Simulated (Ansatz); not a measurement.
Input

```
crystal:
  periodic: [false, false, false]
  atoms:
    - { symbol: Si, position_ang: [-1.211014, 1.348893, 0.787856] }
    - { symbol: H, position_ang: [-0.712454, 0.014245, 1.035905] }
    - { symbol: Cl, position_ang: [-2.006354, 1.413135, -1.131548] }
    - { symbol: Cl, position_ang: [-2.73406, 1.674905, 2.164157] }
    - { symbol: H, position_ang: [-0.224813, 2.440434, 0.952911] }
    - { symbol: H, position_ang: [1.287108, -0.230152, -0.806205] }
    - { symbol: O, position_ang: [1.384726, 0.739181, -0.725802] }
    - { symbol: H, position_ang: [0.092957, -1.577212, 0.315034] }
    - { symbol: "N", position_ang: [0.662034, -2.337665, -0.062931] }
    - { symbol: H, position_ang: [1.258809, 1.067, -1.634302] }
    - { symbol: H, position_ang: [1.641105, -2.185102, 0.183517] }
    - { symbol: H, position_ang: [0.561955, -2.367762, -1.078591] }
basis:
  gaussian: { orbitals: def2-mTZVP }
hamiltonian:
  xc: pbe
relax:
  f_tol: 0.03
  max_steps: 50
output:
  orbitals: {}
```

Launched as:

```sh
ansatz run input.yaml --threads 4 --pin off --max-ram 5120MiB --backend cpu --events-out ev --progress --plain --runs-dir out
```

The fields are those of the run's last geometry, not of the input's.

The calculation used RKS PBE/def2-mTZVP (Ansatz 0.2.0).

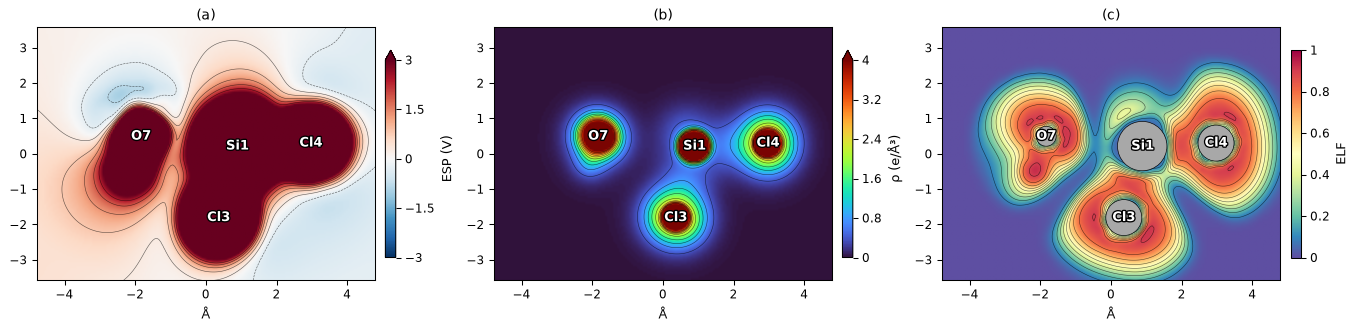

Cl$_{2}$H$_{2}$Si···H$_{2}$O···NH$_{3}$. (a) molecular electrostatic potential; (b) total electron density; (c) ELF on the plane of atoms Cl3, Si1 and Cl4. Grey discs cover the atomic cores in the ELF map.

> Describe what can be read from this map.

The plane passes through Si, Cl and O nuclei. Si1···O7 (2.73 Å): the density falls to about 0.13 e/Å³ on the way; the ELF is about 0.10 at the midpoint. Si–Cl (2.09 Å): ρ at the midpoint is about 0.83 e/Å³; the ELF peaks at about 0.90 between the atoms; a shared but strongly polarised pair. The ELF also peaks beside Cl3, Cl4 and O7, away from the bonds: lone-pair regions. Outside the dense part of the complex the potential is most negative (−1.0 V) near O7.
